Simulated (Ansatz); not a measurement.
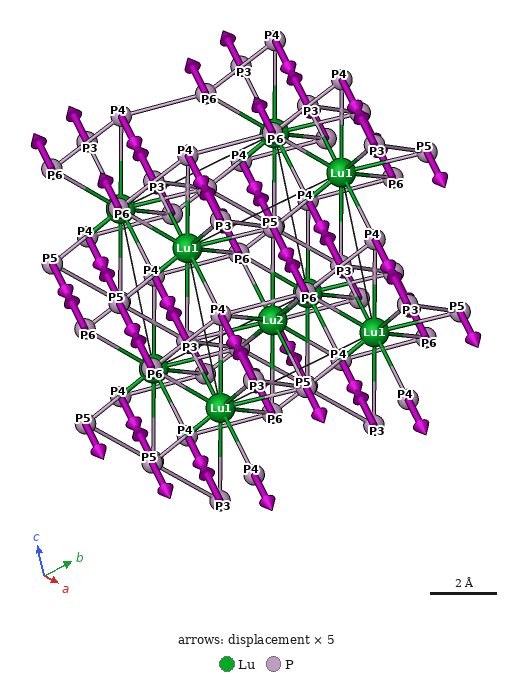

This is a relaxation of a crystal of LuP2 (a generated structure, set up in Fddd). The starting structure is drawn; purple arrows show the displacements (the part carried along by the change of the cell is left out), magnified 5 times.

A ball-and-stick model of the cell of the calculation, seen slightly off an axis.

Theory: DFT, PAW plane waves, r2SCAN in Ansatz.

The input:
```yaml
crystal:
  lattice:
    - [-4.447027, 2.581836, 0.0]
    - [0.0, 2.581836, 4.599833]
    - [4.447027, 2.581836, 0.0]
  atoms:
    - { symbol: Lu, position: [0.0, 0.0, 0.0] }
    - { symbol: Lu, position: [0.75, 0.5, 0.25] }
    - { symbol: P, position: [0.66328, 0.0, 0.33672] }
    - { symbol: P, position: [0.33672, 0.0, 0.66328] }
    - { symbol: P, position: [0.08672, 0.5, 0.91328] }
    - { symbol: P, position: [0.41328, 0.5, 0.58672] }
  symmetry: { tolerance: 0.0003 }
kpoints:
  mp_grid: { grid: [5, 5, 5], shift: [0, 0, 0] }
magnetization:
  spin_polarized: false
scf:
  occupations: { method: cold, width: 0.025 }
hamiltonian:
  pseudopotentials: { kind: paw }
  xc: r2scan
basis:
  ecutwfc: 500
output:
  forces: true
  stress: true
  eigenvalues: true
relax:
  max_steps: 40
  cell: {}
```

Command:
```bash
ansatz run input.yaml --threads 1 --pin off --max-ram 2560MiB --backend cpu --events-out ev --progress --plain --runs-dir out
```

Question: Which element moves most?

Answer: Phosphorus: up to 0.32 Å, against 0.00 Å for lutetium.

Question: What did the optimiser do to the structure, and how much energy did it gain?

Answer: The largest moves relative to the cell, 0.32 Å, are those of P3, P4, P5 and P6. P5 goes along [1 0 −1]. Lu stays in place. The drawn cell changes as follows: a = c 5.142 → 5.310 Å (+3.3 %), b 5.275 → 5.049 Å (−4.3 %), α 75.8° → 75.5°, β 119.7° → 121.6°, γ 75.8° → 75.5°; the volume changes by −1.4 %. Near-neighbour distances that change, for instance: P3–P4 2.904 → 2.378 Å, Lu1–P3 2.995 → 3.446 Å, P3–P5 2.724 → 2.525 Å, Lu1–P3 (another image) 2.962 → 2.851 Å. Bond angles that change, for instance: Lu2–P4–Lu2 147.4° → 131.8°, Lu1–P4–Lu1 121.3° → 130.7°, Lu1–P4–Lu2 73.7° → 65.9°. The space group stays Fddd (No. 70). The energy falls by 161 meV per atom in 8 accepted moves (10 points after the start). The largest force component goes from 0.72 to 0.0015 eV/Å. Pressure: −1.71 GPa at the start and 0.00 GPa at the end. The line search rejected the trial step at point 7 of the run. At 1 point the geometry stayed and the basis and grid were re-selected for the new cell (energy shift of less than 0.05 meV per atom at most each time). The run took 3.9 min on 1 thread of Arm Neoverse V1, with other jobs on the host, peak memory 0.72 GiB.
